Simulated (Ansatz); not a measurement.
Take BN in the zinc blende structure (space group F-43m, No. 216; a = 3.581 Å) as the base. Axes: x, y, z lie along the cube axes.

Modification: a pure shear with ε_xy = ε_yx = 0.0114, atoms relaxed at fixed cell.

The values are results of Ansatz (an electronic-structure program), LDA, PAW, cutoff 420 eV, without spin-orbit coupling, not measurements.

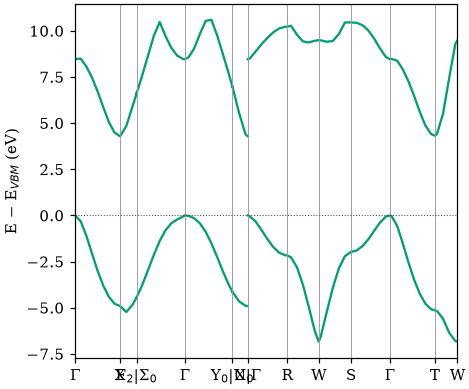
*Highest valence and lowest conduction band along the path of the changed cell's own zone*

From the figure, how large is the changed gap, and is it direct?

About 4.3 eV, indirect, Γ → X.

The cells carry an imposed strain or load. Whether these cells are dynamically stable was not tested. k-point labels follow each cell's own Brillouin zone.
